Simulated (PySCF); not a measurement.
AlAs (charge −1, doublet)

```xyz
2

Al    0.0000    0.0000   -1.6329
As    0.0000    0.0000    0.5881
```

Method: PBE0/def2-TZVPPD, non-relativistic Hamiltonian with scalar-relativistic core potentials where named, at a bond length of 2.221 Å in PySCF 2.14.0.

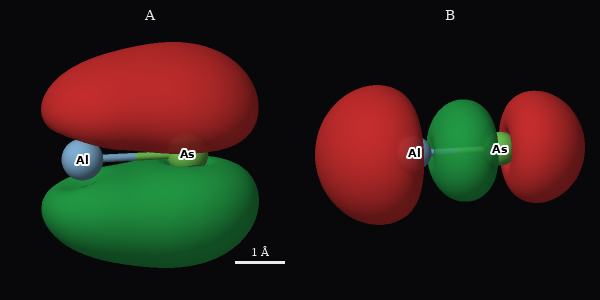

Figure 1. Two frontier α-spin orbitals, each drawn at the value that holds 80 % of its norm (green and red are the two phases), in no order; of a degenerate pair one member is drawn.

Name the orbitals and rank them from lowest to highest energy.

Answer. Orbital B: σ, occupied in this spin, −1.01 eV; shared between the atoms (Al 55 %, As 45 %).
Orbital A: π, occupied in this spin, −0.45 eV; mainly on As (70 %).

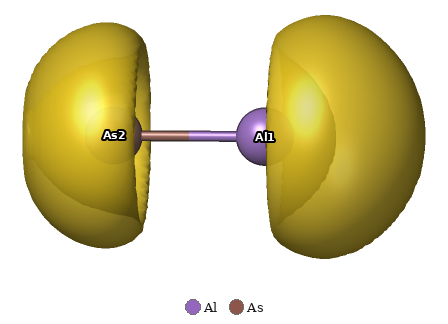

Figure 2. Isosurface of the ELF at 0.75 (yellow), seen from one side. Core shells and regions of very low density are left out.

Identify the bonds, lone pairs and shells in this picture.

Answer. The ELF exceeds this value in one ring or bowl of non-bonding electrons around As and one lobe on Al, pointing away from the bonds (non-bonding electrons). Along the contacts the grid gives the following. Al–As (2.22 Å): the ELF peaks at about 0.65 in the valence shell of As, 1.1 Å from its nucleus, and is about 0.65 at the midpoint.

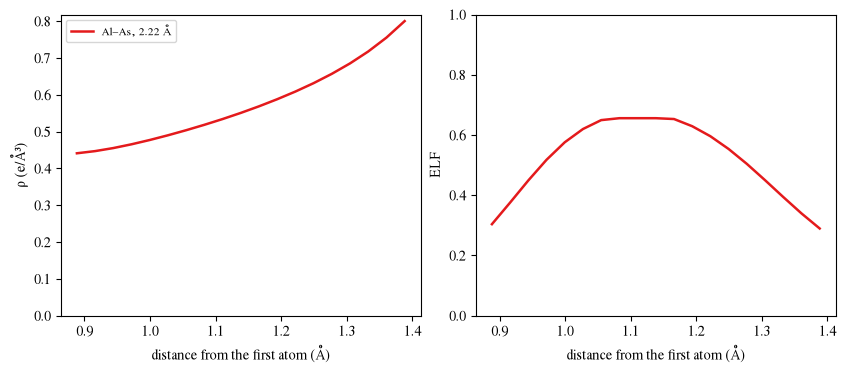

Figure 3. Total electron density and ELF along straight lines between neighbouring atoms. The curves leave out the atomic cores.

What can be read from the curves?

Answer. Al–As (2.22 Å): ρ at the midpoint is about 0.53 e/Å³; the ELF peaks at about 0.65 in the valence shell of As, 1.1 Å from its nucleus, and is about 0.65 at the midpoint.
